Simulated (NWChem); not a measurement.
# P2H4 (diphosphine) at MP2/6-31G(d) (spherical functions, frozen virtual 4)

What is the vertical ionisation energy of P2H4 (diphosphine) at MP2/6-31G* (spherical functions, frozen virtual 4)? 

Program for the calculation: NWChem 7.3.0.

3 further runs of the same task are left out: 1 that didn't finish, 2 set aside as unsound or not needed.

### Step 1. The system as given

The species is P2H4 (6 atoms), meant as a singlet with charge 0. SMILES: `PP`. The coordinates come from a PBE0-D4/def2-TZVP relaxation. This is one conformer, not always the lowest.

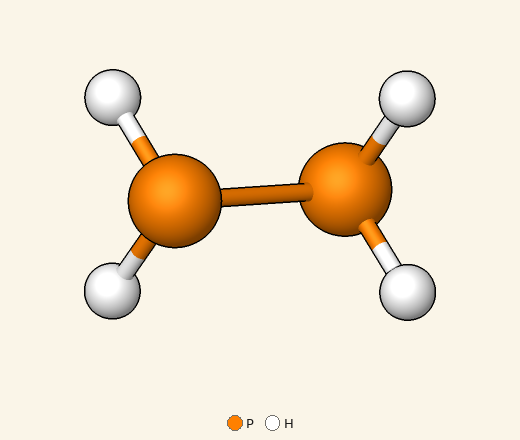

Viewed from a chosen angle; phosphorus orange, hydrogen white.

### Step 2. The energy at MP2/6-31G(d) (spherical functions, frozen virtual 4)

input.nw reads:

```
echo
start input
title "H4P2 mp2"
memory 2200 mb

geometry units atomic noautosym nocenter noautoz
P    0.68993901  -1.98194476  -0.15552446
P   -0.69012798   1.98251168   0.14758761
H   -0.93919388  -2.87540727   1.78579119
H   -1.08111232  -2.63219952  -2.06906113
H    0.95015430   2.88107645  -1.78182276
H    1.07034088   2.62596342   2.07302956
end

basis spherical bse
P library 6-31G*
H library 6-31G*
end

scf
thresh 1e-08
maxiter 80
noprint "final vectors analysis"
end

mp2
freeze core 10 virtual 4
tight
end

task mp2 energy
```

Started as:

```console
$ nwchem input.nw > input.out
```

Output:

```text
[...]
  functions       =    44
[...]
  wavefunction    = RHF
[...]
         Total SCF energy =   -683.745970784001
      One-electron energy =  -1122.383983769995
      Two-electron energy =    350.018959060903
 Nuclear repulsion energy =     88.619053925091
        Time for solution =      3.0s
[...]
          Total MP2 energy          -683.917609903362
[...]
```

It took 4.5 s on 1 thread of Intel Xeon Platinum 8488C (Sapphire Rapids), shared host; peak memory 0.1 GiB.

### Step 3. The doublet cation

h4p2.nw reads:

```
start h4p2
title "H4P2"
memory total 2200 mb
charge 1

geometry units au noautosym nocenter noautoz
  P    0.68993901  -1.98194476  -0.15552446
  P   -0.69012798   1.98251168   0.14758761
  H   -0.93919388  -2.87540727   1.78579119
  H   -1.08111232  -2.63219952  -2.06906113
  H    0.95015430   2.88107645  -1.78182276
  H    1.07034088   2.62596342   2.07302956
end

basis "ao basis" spherical bse
  P library 6-31G*
  H library 6-31G*
end

scf
  nopen 1
  uhf
  thresh 1e-08
  maxiter 80
  print low
end

mp2
  freeze core 10 virtual 4
  tight
end

task mp2 energy
```

Started as:

```console
$ nwchem h4p2.nw > h4p2.out
```

Output:

```text
[...]
  functions       =    44
[...]
  wavefunction    = UHF
[...]
         Total SCF energy =   -683.439188220822
      One electron energy =  -1113.595795331159
      Two electron energy =    341.537553185246
 Nuclear repulsion energy =     88.619053925091
                       Sz =      0.5000
                 Sz(Sz+1) =      0.7500
                      S^2 =      0.8194
[...]
          Total MP2 energy          -683.595955444405
[...]
```

Run time: 7.2 s. Hardware: 1 thread of Intel Xeon Platinum 8488C (Sapphire Rapids), shared host; peak memory 0.1 GiB.

### Step 4. Summary of results

At MP2/6-31G* (spherical functions, frozen virtual 4), 10 core orbitals frozen:

| quantity | value |
| --- | --- |
| singlet P2H4: total energy | -683.91761 Eh |
| singlet P2H4: correlation energy (10 core orbitals frozen) | -171.6 mEh |
| doublet cation: total energy | -683.59596 Eh |
| doublet cation: correlation energy (10 core orbitals frozen) | -156.8 mEh |
| doublet cation: ⟨S²⟩ of the reference determinant | 0.819 |
| vertical ionisation energy (to the doublet cation) | 8.753 eV |

In words: Removing an electron at fixed nuclei costs 8.75 eV (845 kJ/mol).
